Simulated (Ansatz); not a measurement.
# NbH2 (Fm-3m): the cell at rest

Task: relax NbH2 (Fm-3m) tightly.

Program: Ansatz 0.2.0. Level of theory: DFT PBEsol, scalar-relativistic, plane waves, PAW. Results are calculated unless marked as measured.

## (1) The starting structure

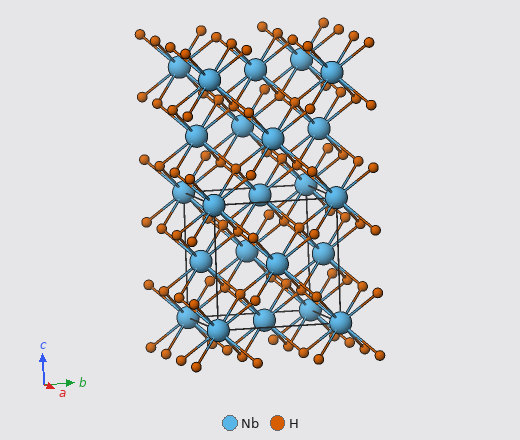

Start, viewed slightly off an axis; niobium blue, hydrogen orange. 1×1×2 cells are drawn. This picture shows the conventional cell, with its axes. Some periodic images of atoms are drawn too.

## (2) A coarse first look

First a cheap look: the gap decides the mesh and the occupations, the pressure tells how far the cell has to move.

input.yaml

```yaml
crystal:
  lattice:
    - [0.0, 2.2815, 2.2815]
    - [2.2815, 0.0, 2.2815]
    - [2.2815, 2.2815, 0.0]
  atoms:
    - { symbol: Nb, position: [0.0, 0.0, 0.0] }
    - { symbol: H, position: [0.25, 0.25, 0.25] }
    - { symbol: H, position: [0.75, 0.75, 0.75] }
kpoints:
  mp_grid: { grid: [6, 6, 6] }
hamiltonian:
  xc: pbesol
scf:
  occupations: { method: gaussian, width: 0.1 }
output:
  forces: true
  stress: true
  eigenvalues: true
```

Run with:

```sh
> ansatz run input.yaml --threads 4 --pin off --max-ram 7168MiB --backend cpu --events-out ev --progress --plain --runs-dir out
```

Numbers of over 12 decimals in the logs are rounded to 6 here.

What it wrote:

```text
Engine: ansatz 0.2.0, aarch64-unknown-linux-gnu
Pseudopotentials: kind: paw
Pseudopotential: Nb, paw, valence charge 13, recommended cutoff 420 eV (normal), Nb.paw.azcp
Pseudopotential: H, paw, valence charge 1, recommended cutoff 420 eV (normal), H.paw.azcp
Functional definition: PBEsol
  exchange = pbesol_x
  correlation = pbesol_c
Crystal: 3 atoms, lattice volume = 23.752 Å³
[...]
--- Band table (eV; the first three rows and the last of 16) ---
  k-point 0: bands = [... 4 lower, 4.3572, 13.6610, 13.6610, 13.6610, 13.9732, 16.2842, 16.2842, 27.3098]
  k-point 1: bands = [... 4 lower, 5.0715, 10.9194, 13.9726, 13.9726, 16.0875, 16.0875, 17.5811, 24.3256]
  k-point 2: bands = [... 4 lower, 6.3781, 9.7336, 14.0073, 14.0073, 16.7572, 16.7572, 20.0217, 22.8037]
  k-point 15: bands = [... 4 lower, 8.0717, 9.2988, 11.4539, 16.0171, 17.9011, 18.9166, 20.8922, 21.4964]
[key lines of the parts left out:]
SCF converged after 6 iterations
Free energy (F): -4527.727212 eV
Fermi energy:    14.765013 eV
P = ⅓ Tr σ = -5.6394 GPa (-56.394 kbar)
```

The job ended after 0.37 s (4 threads of Arm Neoverse V2, shared host; peak memory 0.26 GiB).

Numbers from this step:

```yaml
pressure: -5.639 GPa
volume_per_atom: 7.917 Å³
gap_on_the_k_mesh: 0 eV
```

The coarse mesh shows no gap and a pressure of -5.6 GPa.

## (3) Bringing the structure to rest

Harmonic phonons are second derivatives at a point where the forces vanish, and they are wanted at zero stress, so atoms and cell are relaxed first.

input.yaml: that of step 2 with these lines changed.

```diff
@@ -10,3 +10,3 @@
 kpoints:
-  mp_grid: { grid: [6, 6, 6] }
+  mp_grid: { grid: [14, 14, 14] }
 hamiltonian:
@@ -19 +19,6 @@
   eigenvalues: true
+relax:
+  adjacent_minimum: "off"
+  f_tol: 0.005
+  max_steps: 80
+  cell: { stress_tol: 0.05 }
```

What it wrote:

```text
[...]
Crystal: 3 atoms, lattice volume = 23.752 Å³
Basis set: ecut = 420 eV, 459 PW (Γ), exchange–correlation on 48×48×48 points (8 copies of the dense FFT grid, shifted against one another)
Bands: 12, of which v1, the nominal top of the filled ones, is band 8 counted from 1 (7 counted from 0)
Symmetry: 48 space group operations
[...]
k-points: 104 of 2744
[...]
SCF iter   1: F=—  HF=-4527.696539 eV  |F-HF|=—  |Δ(HF+E_count)|=         —  Δρ=7.73e-3  dr2=8.64e-3  ethr=1.77e-3  ⟨swp⟩=5.0  Hψ=6857  notcnv=0
[...]
SCF iter   6: F=-4527.693977 eV  HF=-4527.693977 eV  |F-HF|=1.53e-9  |Δ(HF+E_count)|=   1.92e-8  Δρ=8.52e-6  dr2=5.89e-9  ethr=5.86e-10  ⟨swp⟩=3.3  Hψ=4366  notcnv=0
SCF 1 converged in 6 iterations: F = -4527.693977 eV  dr2 = 5.89e-9
[...]
relax step   1: F+E_penalty+E_count = -4527.69397697 eV  Δ(F+E_penalty+E_count) = +0.000e0 eV  max|allowed force component| = 1.156e-18 eV/Å  Δτ_max = 0.0000 Å  P = -5.360 GPa  Ω = 23.752 Å³  (6 SCF iters, dr2 threshold 1.00e-7 eV, accepted)
Crystal: 3 atoms, lattice volume = 22.072 Å³
Basis set: ecut = 420 eV, 411 PW (Γ), exchange–correlation on 48×48×48 points (8 copies of the dense FFT grid, shifted against one another)
[...]
iter 1 solved again at ethr=1.04e-4 eV; its pass at ethr=3.10e-3 eV (dr2=1.56e-2 eV) is discarded
[...]
SCF iter   5: F=-4527.680518 eV  HF=-4527.680518 eV  |F-HF|=4.55e-12  |Δ(HF+E_count)|=   8.02e-7  Δρ=5.74e-6  dr2=1.60e-9  ethr=2.00e-9  ⟨swp⟩=5.0  Hψ=5385  notcnv=0
SCF 2 converged in 5 iterations: F = -4527.680518 eV  dr2 = 1.60e-9
[...]
relax step   2: F+E_penalty+E_count = -4527.68051783 eV  Δ(F+E_penalty+E_count) = +1.346e-2 eV  max|allowed force component| = 1.687e-18 eV/Å  Δτ_max = 0.0000 Å  P = +9.201 GPa  Ω = 22.072 Å³  energy of the carried Pulay correction = +1.989e-3 eV  (5 SCF iters, dr2 threshold 3.00e-7 eV, rejected (line search))
Crystal: 3 atoms, lattice volume = 23.104 Å³
[...]
SCF iter   6: F=-4527.706551 eV  HF=-4527.706551 eV  |F-HF|=9.09e-13  |Δ(HF+E_count)|=  5.05e-10  Δρ=5.46e-7  dr2=1.38e-11  ethr=1.00e-12  ⟨swp⟩=6.0  Hψ=5231  notcnv=0
SCF 3 converged in 6 iterations: F = -4527.706551 eV  dr2 = 1.38e-11
relax step   3: F+E_penalty+E_count = -4527.70655110 eV  Δ(F+E_penalty+E_count) = -1.257e-2 eV  max|allowed force component| = 1.638e-18 eV/Å  Δτ_max = 0.0000 Å  P = -0.375 GPa  Ω = 23.104 Å³  energy of the carried Pulay correction = +7.494e-4 eV  (6 SCF iters, accepted)
[...]
relax step   4: F+E_penalty+E_count = -4527.70665948 eV  Δ(F+E_penalty+E_count) = -1.084e-4 eV  max|allowed force component| = 1.735e-18 eV/Å  Δτ_max = 0.0000 Å  P = +0.018 GPa  Ω = 23.057 Å³  energy of the carried Pulay correction = +8.049e-4 eV  (3 SCF iters, dr2 threshold 3.00e-7 eV, accepted)
[...]
SCF iter   4: F=-4527.705897 eV  HF=-4527.705897 eV  |F-HF|=1.36e-11  |Δ(HF+E_count)|=  3.40e-10  Δρ=7.11e-7  dr2=2.35e-11  ethr=1.00e-12  ⟨swp⟩=4.2  Hψ=5869  notcnv=0
SCF 5 converged in 4 iterations: F = -4527.705897 eV  dr2 = 2.35e-11
relax step   5: F+E_penalty+E_count = -4527.70589676 eV  Δ(F+E_penalty+E_count) = +7.627e-4 eV  max|allowed force component| = 1.542e-18 eV/Å  Δτ_max = 0.0000 Å  P = +0.005 GPa  Ω = 23.057 Å³  stress off target by 4.53e-3 GPa  SCF on the basis re-selected at this cell (its energy is not comparable with the rows above)  (4 SCF iters)
basis re-selected at this cell: Δ(F+E_penalty+E_count) = +7.627e-4 eV, ΔP = -0.013 GPa vs the last step (what re-selecting the basis moved, of the pressure what is left beyond the Pulay correction that the steps carried, after the strain that the cell walked since its last selection, with what the two solves' SCF thresholds leave and, on support functions, any second-order correction that the steps lacked; it is no m [...]
SCF converged after 4 iterations
Free energy (F): -4527.705897 eV
[...]
Internal energy: -4527.701640 eV  (E = F + TS)
E sigma→0 (E₀):  -4527.703769 eV
Entropy (-TS):   -0.004256 eV (-1.419 meV/atom)
Fermi energy:    15.555109 eV
[...]
--- Stress (GPa, compression-positive) ---
        0.004529      -0.000000      -0.000000
       -0.000000       0.004529      -0.000000
       -0.000000      -0.000000       0.004529
  P = ⅓ Tr σ = 0.0045 GPa (0.045 kbar)
--- Band table (eV; the first three rows and the last of 104) ---
  k-point 0: bands = [... 4 lower, 4.7201, 14.1413, 14.1413, 14.1413, 14.4454, 16.8734, 16.8734, 28.0184]
  k-point 1: bands = [... 4 lower, 4.8654, 12.8576, 14.2154, 14.2154, 15.9071, 16.8095, 16.8095, 26.7174]
  k-point 2: bands = [... 4 lower, 5.2752, 11.6669, 14.3988, 14.3988, 16.6871, 16.6871, 17.6012, 25.3301]
  k-point 103: bands = [... 4 lower, 8.7781, 9.3643, 12.1724, 16.0329, 18.5675, 20.1751, 21.0578, 22.2528]
--- Relaxed structure (4 steps of the walk, 3 accepted, 1 SCFs on fresh bases) ---
  F+E_penalty+E_count = -4527.70589676 eV   max|allowed force component| = 1.542e-18 eV/Å   (the final SCF, on the basis selected at the relaxed cell)
  cell:  # Å, volume = 23.0569 Å³
    - [0, 2.259038, 2.259038]
    - [2.259038, 0, 2.259038]
    - [2.259038, 2.259038, 0]
  atoms:
    - { symbol: Nb, position: [0, 0, 0] }
    - { symbol: H, position: [0.250000, 0.250000, 0.250000] }
    - { symbol: H, position: [0.75, 0.75, 0.75] }
```

Elapsed: 2.4 s, on 4 threads; peak memory 0.32 GiB.

Relaxation path:

```tsv
step	energy less that of the first step (eV)	largest force component (eV/Å)	pressure (GPa)	volume (Å³)
1	0.0000	0.0000	-5.36	23.75
2	0.0135	0.0000	9.20	22.07
3	-0.0126	0.0000	-0.38	23.10
4	-0.0127	0.0000	0.02	23.06
5*	-0.0119	0.0000	0.00	23.06
```

Relaxation steps marked * repeat the geometry before them on a plane-wave basis chosen anew for their cell, so energy and pressure can jump there. Relaxation step 2 was tried and not accepted.

The run keeps the 48 symmetry operations that it works with, so distortions that break them were not tested.

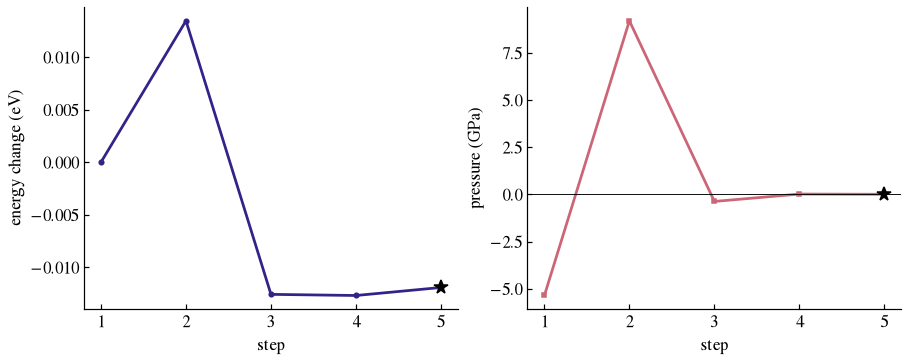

Energy and pressure along the relaxation. Stars mark steps on a basis chosen anew.

```tsv
conventional cell, symmetrised	before	after	change
a (Å)	4.563	4.518	-1.0 %
b (Å)	4.563	4.518	-1.0 %
c (Å)	4.563	4.518	-1.0 %
volume (Å³/atom)	7.92	7.69	-2.9 %
```

Final coordinates:

```
Nb H
1.0
     0.00000    2.25904    2.25904
     2.25904    0.00000    2.25904
     2.25904    2.25904    0.00000
Nb H
1 2
Direct
  0.00000 0.00000 0.00000
  0.25000 0.25000 0.25000
  0.75000 0.75000 0.75000
```

This step gave:

```
pressure        : 0.004529 GPa
volume per atom : 7.686 Å³
```

In this step the volume went from 7.92 to 7.69 Å³/atom.

## (4) Relaxing to small forces for the phonons

Phonons need a cell at rest on their own settings, so the relaxation is repeated with tight tolerances on forces and stress, using the mesh and the filling of the phonon run that follows.

input.yaml

```yaml
crystal:
  lattice:
    - [0.0, 2.2590380911, 2.2590380911]
    - [2.2590380911, 0.0, 2.2590380911]
    - [2.2590380911, 2.2590380911, 0.0]
  atoms:
    - { symbol: Nb, position: [0.0, 0.0, 0.0] }
    - { symbol: H, position: [0.25, 0.25, 0.25] }
    - { symbol: H, position: [0.75, 0.75, 0.75] }
kpoints:
  mp_grid: { grid: [16, 16, 16] }
hamiltonian:
  xc: pbesol
scf:
  occupations: { method: methfessel_paxton, width: 0.15 }
output:
  forces: true
  stress: true
  eigenvalues: true
relax:
  adjacent_minimum: "off"
  f_tol: 0.001
  max_steps: 60
  cell: { stress_tol: 0.01 }
```

What it wrote:

```text
[...]
Crystal: 3 atoms, lattice volume = 23.057 Å³
Basis set: ecut = 420 eV, 459 PW (Γ), exchange–correlation on 48×48×48 points (8 copies of the dense FFT grid, shifted against one another)
Bands: 12, of which v1, the nominal top of the filled ones, is band 8 counted from 1 (7 counted from 0)
Symmetry: 48 space group operations
[...]
k-points: 145 of 4096
[...]
k-point 144: bands = [... 4 lower, 9.0647, 9.0647, 12.2648, 15.8881, 18.5701, 20.6182, 20.6182, 22.2522]
--- Relaxed structure (3 steps of the walk, 2 accepted, 1 SCFs on fresh bases) ---
[...]
cell:  # Å, volume = 23.0525 Å³
    - [0.0, 2.258896, 2.258896]
    - [2.258896, 0, 2.258896]
    - [2.258896, 2.258896, 0]
  atoms:
    - { symbol: Nb, position: [0, 0, 0] }
    - { symbol: H, position: [0.25, 0.25, 0.25] }
    - { symbol: H, position: [0.75, 0.75, 0.75] }
[key lines of the parts left out:]
SCF converged after 5 iterations
Free energy (F): -4527.702765 eV
Fermi energy:    15.574170 eV
P = ⅓ Tr σ = -0.0001 GPa (-0.001 kbar)
```

Run time: 2.3 s. Hardware: 4 threads; peak memory 0.34 GiB.

Little changed from the start: no atom moved by 0.005 Å and no cell edge by 0.1 %.

Numbers from this step:

```
pressure        : -1.22e-4 GPa
volume per atom : 7.684 Å³
```

The forces vanish by symmetry and the pressure is 0.000 GPa, within the tolerances set. The cell now holds 7.68 Å³/atom.

## (5) Summary of results

```json
{
 "space group after relaxation (within 0.01 Å)": "Fm-3m",
 "lattice constant a": "4.518 Å",
 "lattice constant b": "4.518 Å",
 "lattice constant c": "4.518 Å",
 "volume per atom": "7.68 Å³"
}
```

In words: The forces vanish by symmetry and the pressure is 0.000 GPa, within the tolerances set. The cell now holds 7.68 Å³/atom. The relaxation keeps the symmetry of its start, so it says nothing on stability against lower symmetry. The runs are without spin polarisation, although the cell has an odd electron count.

[Logs are printed without paths, hosts, clocks, repeated set-up lines and the standing remarks that a program may print on its own settings, such as how far it seeks lower states.]

[Hosts, paths, dates, database ids (printed as entryN), source tags and the programs' standing remarks are cut or masked in the printed files.]
